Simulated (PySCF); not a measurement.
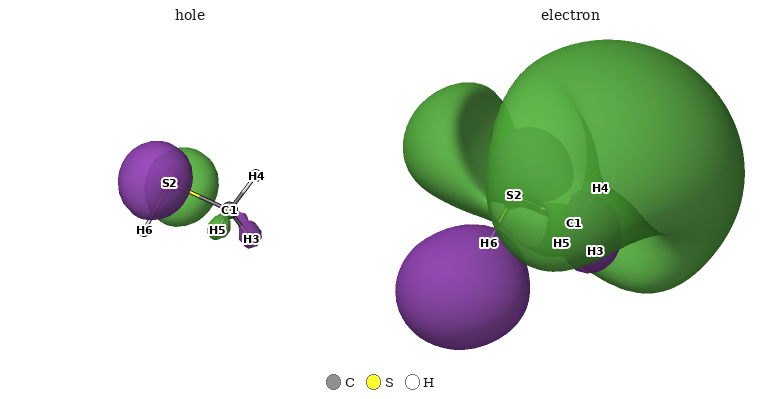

Figure. CH4S, SMILES `CS`. Leading natural transition orbital pair of S₃ (full linear response singlet states); the surfaces enclose about 70 % of each orbital's density.

Level of theory: CAM-B3LYP/aug-cc-pVDZ (PySCF), at a geometry from GFN2-xTB. No frequency check shows the geometry to be a minimum. GFN2-xTB bond lengths at metals and heavier atoms can be off by up to 0.1 Å and shapes distorted, which carries into these values.

Where does the state lie, and where do hole and electron sit?

6.70 eV (185 nm), f = 0.006, diffuse (Rydberg-like) orbital; the leading pair carries 100 %; hole on S2 (82 %) and C1 (7 %), electron on H4 (25 %), S2 (25 %) and C1 (19 %) (atom shares of so diffuse an orbital are rough); their centroids lie 1.5 Å apart. The HOMO–LUMO gap is 8.39 eV.

Run time: 3 min on 1 thread of Intel(R) Xeon(R) Platinum 8375C CPU @ 2.90GHz (Ice Lake) (shared host), peak memory 0.53 GiB.
